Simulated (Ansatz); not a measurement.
CsH (rocksalt (001) film, 3 layers), computed twice by G0W0.

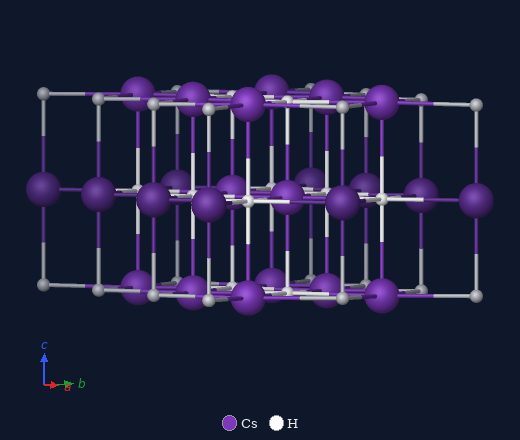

The structure (caesium purple, hydrogen white). 2×1×1 cells are drawn. Some periodic images of atoms are drawn too.

The cell holds 6 atoms: 3 Cs and 3 H. Its edges and angles: a = 4.509 Å, b = 4.509 Å, c = 35.300 Å, α = 90.0°, β = 90.0°, γ = 90.0°. It derives from CsH. Vacuum lies along c.

```xyz
6
Lattice="4.5085 0.0000 0.0000 0.0000 4.5085 0.0000 0.0000 0.0000 35.3000" Properties=species:S:1:pos:R:3
Cs    0.0000    0.0000   14.6324
H     2.2543    2.2543   14.6696
Cs    2.2543    2.2543   17.6500
H     0.0000    0.0000   17.6500
Cs    0.0000    0.0000   20.6676
H     2.2543    2.2543   20.6304
```

The structure was relaxed with LDA (ions only). The runs that relaxed it are not among those shown. Spin-orbit coupling is left out unless a run names it. PAW set soft_2, made with PBE.

The first (Ansatz 0.2.0; start LDA, 4×4×1 mesh, 491 empty bands, screening to 45 eV; 4 threads of Arm Neoverse V2, shared host) gave, on its mesh: starting gap 2.13 eV, G0W0 gap 4.38 eV, mean of 1 + 4πα/V (set by the cell height) 1.46, 2.6 min.

Question: The second changes empty bands from 491 to 203 and screening cutoff (eV) from 45.0 to 25. What does it give?

It gave: starting gap 2.13 eV, G0W0 gap 4.24 eV, mean of 1 + 4πα/V (set by the cell height) 1.47, 44 s. The G0W0 gap moves by −0.14 eV, +0.00 eV from the start and −0.14 eV from the correction.

Limits: not at the basis limit; coarse mesh for a sheet; no spin-orbit coupling.

[Paths, hosts, dates, memory and timing lines, banners, echoed tables and standing remarks are left out of the program output.]

[Logs are printed without paths, hosts, clocks, repeated set-up lines and the standing remarks that a program may print on its own settings, such as how far it seeks lower states.]

[Runs of the session that timed out or met a known fault of the program may be left out.]

[Cells called generated may have been cut or substituted from an entry of the Crystallography Open Database or the Materials Project.]

[Hosts, paths, dates, database ids (printed as entryN), source tags and the programs' standing remarks are cut or masked in the printed files.]
